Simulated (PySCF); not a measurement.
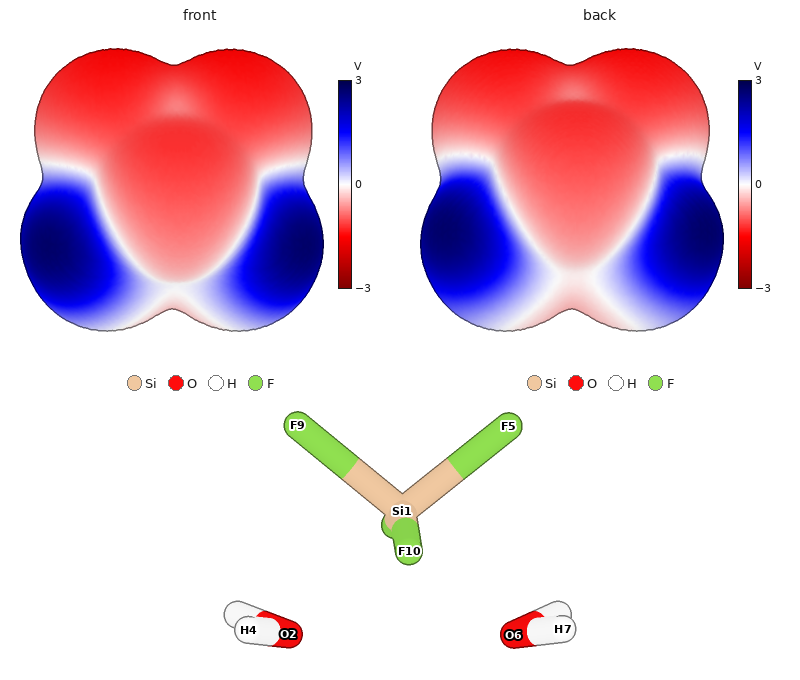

SiF$_{4}$···H$_{2}$O···H$_{2}$O (cis-Si(H2O)2F4). The molecular electrostatic potential painted on the density surface at 0.001 e/bohr³, seen from the front and from behind; red is negative and blue positive. The bare structure is drawn below in the same view.

Geometry: PBE0-D3(BJ)/def2-SVP.

Method: CAM-B3LYP/def2-SVPD, SCF density, gas phase (PySCF).

```yaml
atoms:
  - { symbol: Si, position_ang: [-0.4305, -0.0180, -0.4340] }
  - { symbol: O, position_ang: [-0.3770, -0.0365, 1.5772] }
  - { symbol: H, position_ang: [-0.8945, -0.8073, 1.8506] }
  - { symbol: H, position_ang: [-0.8596, 0.7534, 1.8599] }
  - { symbol: F, position_ang: [-0.2239, 0.0044, -2.0543] }
  - { symbol: O, position_ang: [1.5761, 0.0091, -0.2998] }
  - { symbol: H, position_ang: [1.8530, 0.8097, -0.7682] }
  - { symbol: H, position_ang: [1.8786, -0.7488, -0.8205] }
  - { symbol: F, position_ang: [-2.0581, -0.0390, -0.3033] }
  - { symbol: F, position_ang: [-0.2266, 1.6057, -0.1780] }
  - { symbol: F, position_ang: [-0.1853, -1.6391, -0.2188] }
```

Which sites attract a positive test charge, and which a negative one?

A positive charge is drawn to the negative regions and a negative charge to the positive ones. The most negative region (about −1.5 V) lies over F5 and F9, the most positive (about +2.7 V) over H3, H4, H7 and H8.

How polar is the complex by this calculation?

Its dipole moment is 4.72 D.
